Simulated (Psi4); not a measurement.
**B2H4F− (SMILES B[BH2-]F): B3LYP/aug-cc-pVDZ**

Aim: the vertical ionisation energy of B2H4F− at B3LYP/aug-cc-pVDZ, from 2 runs. 

The results are computed with Psi4 1.11.

## (1) The molecule

B2H4F− has 7 atoms, charge -1, and is taken as a singlet. As SMILES, `B[BH2-]F`. The shape is that of a GFN2-xTB optimisation.

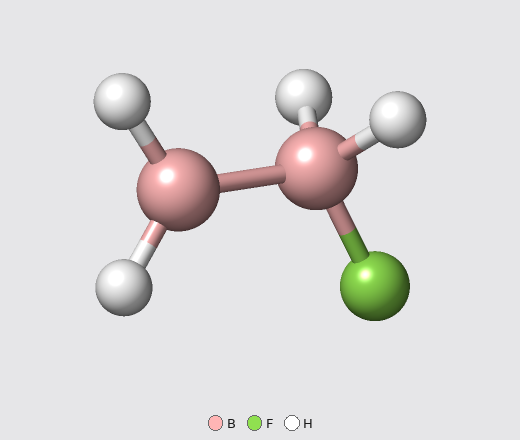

Viewed from a chosen angle; boron pink, fluorine green, hydrogen white.

## (2) Energy and forces at B3LYP/aug-cc-pVDZ

calc.dat

```
memory 1600 MB

molecule system {
  -1 1
  B     -0.557490    -0.547080    -0.606600
  B      0.368860     0.392230     0.434760
  F      1.833710     0.217080     0.299000
  H     -1.752900    -0.488230    -0.588920
  H     -0.165490    -1.324120    -1.424330
  H      0.111990     0.150390     1.619360
  H      0.161310     1.599740     0.266740
  symmetry c1
}

set basis aug-cc-pVDZ
set puream true
set e_convergence 1e-09
set d_convergence 1e-08
set scf_type pk
set dft_radial_points 99
set dft_spherical_points 590

e = gradient('b3lyp')
print_variables()
```

Run with:

```console
psi4 -n 1 calc.dat calc.out
```

calc.out:

```text
[...]
  Running in c1 symmetry.
[...]
  Nuclear repulsion =   54.246339642168934
[...]
  Multiplicity = 1
[...]
  Nalpha       = 12
  Nbeta        = 12
[...]
    Number of basis functions: 105
[...]
   @RKS iter   1:  -151.70263954515775   -6.35646e-01   6.33076e-03 ADIIS/DIIS
[...]
   @RKS iter  11:  -152.00995994248228   -2.34763e-11   7.48791e-09 DIIS
[...]
    Orbital Energies [Eh]
    ---------------------
    Doubly Occupied:
       1A    -24.425774     2A     -6.542571     3A     -6.510373
       4A     -0.907373     5A     -0.330110     6A     -0.270288
       7A     -0.193571     8A     -0.184536     9A     -0.166403
      10A     -0.138763    11A     -0.072044    12A     -0.045393
[...]
  @RKS Final Energy:  -152.00995994248228
   => Energetics <=
    Nuclear Repulsion Energy =             54.2463396421689339
    One-Electron Energy =                -321.1412460280222376
    Two-Electron Energy =                 131.2942283902566771
    DFT Exchange-Correlation Energy =     -16.4092819468856668
    Empirical Dispersion Energy =           0.0000000000000000
    VV10 Nonlocal Energy =                  0.0000000000000000
    Total Energy =                       -152.0099599424822827
[...]
 Multipole Moments:
 ------------------------------------------------------------------------------------
     Multipole            Electronic (a.u.)      Nuclear  (a.u.)        Total (a.u.)
 ------------------------------------------------------------------------------------
 L = 1.  Multiply by 2.5417464519 to convert [e a0] to [Debye]
 Dipole X            :          4.0491956           -3.7130195            0.3361761
 Dipole Y            :         -0.1048263           -0.1624810           -0.2673073
 Dipole Z            :          0.0372347           -0.3104543           -0.2732196
 Magnitude           :                                                    0.5090349
[...]
  -Total Gradient:
     Atom            X                  Y                   Z
    ------   -----------------  -----------------  -----------------
       1       -0.003546501576    -0.009044987374    -0.009853221468
       2       -0.007312315347     0.002671516838     0.002936150025
       3       -0.011332711880     0.002818184540     0.002520871427
       4        0.013467904871    -0.000964274351    -0.000536948381
       5       -0.006003444792     0.008554845655     0.008960309757
       6        0.007495311802     0.001611444260    -0.005468769428
       7        0.007268623725    -0.005643362421     0.001446044886
[...]
```

It took 23 s on 1 thread of Intel Xeon 6975P-C (Granite Rapids), shared host; peak memory 0.66 GiB.

## (3) Doublet neutral B2H4F at the same level

input.json

```json
{
 "schema_name": "qcschema_input",
 "schema_version": 1,
 "molecule": {
  "schema_name": "qcschema_molecule",
  "schema_version": 2,
  "symbols": ["B", "B", "F", "H", "H", "H", "H"],
  "geometry": [-1.05350342, -1.03383137, -1.14630787, 0.69704438, 0.74120728, 0.82157733, 3.46520969, 0.41022175, 0.56502811, -3.31250092, -0.92262099, -1.11289751, -0.31273078, -2.50222416, -2.69159361, 0.21163043, 0.28419591, 3.0601469, 0.30483172, 3.02307047, 0.50406555],
  "molecular_charge": 0,
  "molecular_multiplicity": 2,
  "fix_symmetry": "c1"
 },
 "driver": "gradient",
 "model": {
  "method": "b3lyp",
  "basis": "aug-cc-pVDZ"
 },
 "keywords": {
  "reference": "uks",
  "puream": true,
  "e_convergence": 1e-09,
  "d_convergence": 1e-08,
  "scf_type": "pk",
  "dft_radial_points": 99,
  "dft_spherical_points": 590,
  "maxiter": 200,
  "scf_properties": ["LOWDIN_CHARGES", "QUADRUPOLE", "DIPOLE"]
 }
}
```

Run with:

```console
psi4 --qcschema input.json -n 1 --memory 1600MB
```

stdout:

```text
[...]
  Running in c1 symmetry.
[...]
  Nuclear repulsion =   54.246339671864021
[...]
  Multiplicity = 2
[...]
  Nalpha       = 12
  Nbeta        = 11
[...]
    Number of basis functions: 105
[...]
   @UKS iter   1:  -151.68540467626005   -6.18411e-01   4.35938e-03 DIIS/ADIIS
[...]
   @UKS iter  17:  -151.87414703169856   -2.84217e-12   5.96299e-09 DIIS
[...]
   @S^2 Observed:                7.532545361E-01
[...]
    Orbital Energies [Eh]
    ---------------------
    Alpha Occupied:
       1A    -24.704384     2A     -6.835554     3A     -6.799484
       4A     -1.177201     5A     -0.605448     6A     -0.522760
       7A     -0.461040     8A     -0.443349     9A     -0.439025
      10A     -0.380299    11A     -0.339907    12A     -0.332691
    Alpha Virtual:
      13A     -0.106883    14A     -0.001097    15A      0.010541
      16A      0.017990    17A      0.025615    18A      0.035015
      19A      0.042891    20A      0.051873    21A      0.053591
      22A      0.064958    23A      0.072708    24A      0.095080
      25A      0.098896    26A      0.119628    27A      0.156007
[...]
  @UKS Final Energy:  -151.87414703169856
   => Energetics <=
    Nuclear Repulsion Energy =             54.2463396718640212
    One-Electron Energy =                -315.0491529216898243
    Two-Electron Energy =                 125.0798205675149006
    DFT Exchange-Correlation Energy =     -16.1511543493876495
    Empirical Dispersion Energy =           0.0000000000000000
    VV10 Nonlocal Energy =                  0.0000000000000000
    Total Energy =                       -151.8741470316985556
[...]
 Multipole Moments:
 ------------------------------------------------------------------------------------
     Multipole            Electronic (a.u.)      Nuclear  (a.u.)        Total (a.u.)
 ------------------------------------------------------------------------------------
 L = 1.  Multiply by 2.5417464519 to convert [e a0] to [Debye]
 Dipole X            :          2.9251983           -3.7130195           -0.7878212
 Dipole Y            :         -0.0497600           -0.1624810           -0.2122410
 Dipole Z            :          0.0537443           -0.3104543           -0.2567100
 Magnitude           :                                                    0.8553412
 L = 2.  Multiply by 1.3450342976 to convert [e a0^2] to [Debye ang]
 Quadrupole XX       :       -113.6080087           97.7914666          -15.8165422
 Quadrupole XY       :        -22.7747915           23.2553054            0.4805139
[...]
  -Total Gradient:
     Atom            X                  Y                   Z
    ------   -----------------  -----------------  -----------------
       1        0.036249818372     0.019251443329     0.022129939370
       2       -0.079260898136    -0.034242359168    -0.039426825361
       3        0.037869801543     0.001089501025     0.002450844520
       4        0.000785675197    -0.010498477465    -0.011260915111
       5       -0.018282959382    -0.002069047668    -0.002921593887
       6        0.011564104203     0.020478198754     0.007673810210
       7        0.011111545111     0.005994302232     0.021359382896
[...]
```

The result, in JSON:

```text
{
 "driver": "gradient",
 "model": {
  "method": "b3lyp",
  "basis": "aug-cc-pVDZ"
 },
 "success": true,
 "return_result": [0.03624981837239996, 0.019251443328907374, 0.02212993937014304, -0.0792608981360605, -0.03424235916806135, -0.03942682536108738, 0.03786980154292338, 0.0010895010253004038, 0.0024508445200252735, 0.0007856751969587683, -0.010498477465283318, -0.011260915110838696, -0.01828295938219885, -0.0020690476679144088, -0.002921593887171725, 0.011564104203444808, 0.02047819875418819, 0.007673810210061721, 0.01111154511131636, 0.005994302231762005, 0.021359382895690816],
 "properties": {
  "calcinfo_nbasis": 105,
  "calcinfo_nmo": 105,
  "calcinfo_nalpha": 12,
  "calcinfo_nbeta": 11,
  "calcinfo_natom": 7,
  "nuclear_repulsion_energy": 54.24633967186402,
  "return_energy": -151.87414703169856,
  "return_gradient": [0.03624981837239996, 0.019251443328907374, 0.02212993937014304, -0.0792608981360605, -0.03424235916806135, -0.03942682536108738, 0.03786980154292338, 0.0010895010253004038, 0.0024508445200252735, 0.0007856751969587683, -0.010498477465283318, -0.011260915110838696, -0.01828295938219885, -0.0020690476679144088, -0.002921593887171725, 0.011564104203444808, 0.02047819875418819, 0.007673810210061721, 0.01111154511131636, 0.005994302231762005, 0.021359382895690816],
  "scf_one_electron_energy": -315.0491529216898,
  "scf_two_electron_energy": 125.0798205675149,
  "scf_xc_energy": -16.15115434938765,
  "scf_dipole_moment": [-0.7878212413996821, -0.21224099287538567, -0.2567100462945836],
  "scf_total_energy": -151.87414703169856,
  "scf_total_gradient": [0.03624981837239996, 0.019251443328907374, 0.02212993937014304, -0.0792608981360605, -0.03424235916806135, -0.03942682536108738, 0.03786980154292338, 0.0010895010253004038, 0.0024508445200252735, 0.0007856751969587683, -0.010498477465283318, -0.011260915110838696, -0.01828295938219885, -0.0020690476679144088, -0.002921593887171725, 0.011564104203444808, 0.02047819875418819, 0.007673810210061721, 0.01111154511131636, 0.005994302231762005, 0.021359382895690816],
  "scf_iterations": 17
 }
}
```

Wall time 43 s (1 thread of Intel Xeon 6975P-C (Granite Rapids), shared host); peak memory 0.67 GiB.

## (4) Summary of results

At B3LYP/aug-cc-pVDZ:

| quantity | value |
| --- | --- |
| singlet B2H4F−: total energy | -152.00996 Eh |
| singlet B2H4F−: HOMO energy | -1.24 eV |
| singlet B2H4F−: LUMO energy | 3.11 eV |
| singlet B2H4F−: HOMO–LUMO gap (to an unbound level, set by the basis) | 4.34 eV |
| singlet B2H4F−: largest force on an atom | 0.712 eV/Å |
| doublet neutral B2H4F: total energy | -151.87415 Eh |
| doublet neutral B2H4F: dipole moment | 2.17 D |
| doublet neutral B2H4F: HOMO energy (highest over α and β) | -8.69 eV |
| doublet neutral B2H4F: LUMO energy (lowest over α and β) | -6.22 eV |
| doublet neutral B2H4F: ⟨S²⟩ | 0.753 |
| doublet neutral B2H4F: largest force on an atom | 4.881 eV/Å |
| vertical detachment energy (to the doublet neutral) | 3.696 eV |

What this shows: The vertical ionisation energy comes to 3.70 eV (357 kJ/mol). The largest force (singlet B2H4F−) is 0.71 eV/Å: the shape isn't a stationary point for this species at this level. The negative HOMO energy of the first species, 1.24 eV, lies 2.46 eV below that difference.
